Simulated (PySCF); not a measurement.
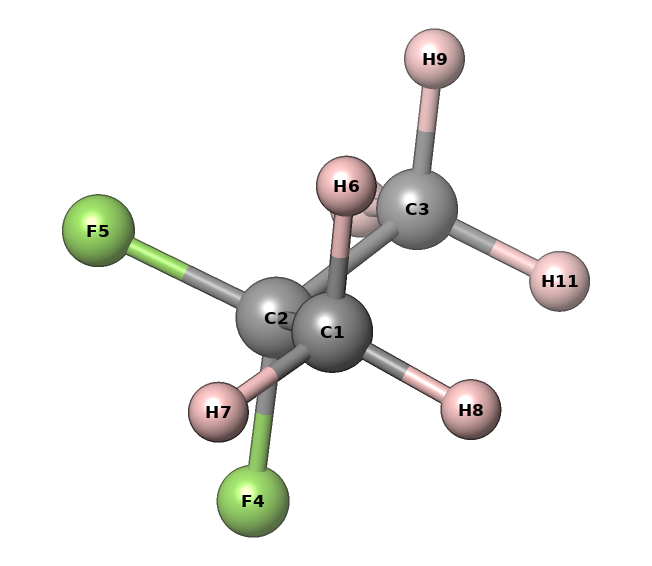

C2 lies behind C1. The molecule seen a little off the C1–C2 bond, C1 in front. Depth is shown by fading: the farther an atom, the more it takes the colour of the background. The geometry was computed by an optimisation with PBE0-D3(BJ)/def2-SVP. No frequency run is at hand to confirm it as a minimum.

### What is the torsion angle H6–C1–C2–F4? The sign is positive where the front bond must turn clockwise to cover the back bond.

−178°, antiperiplanar (anti). The bonds about C1–C2 are staggered.
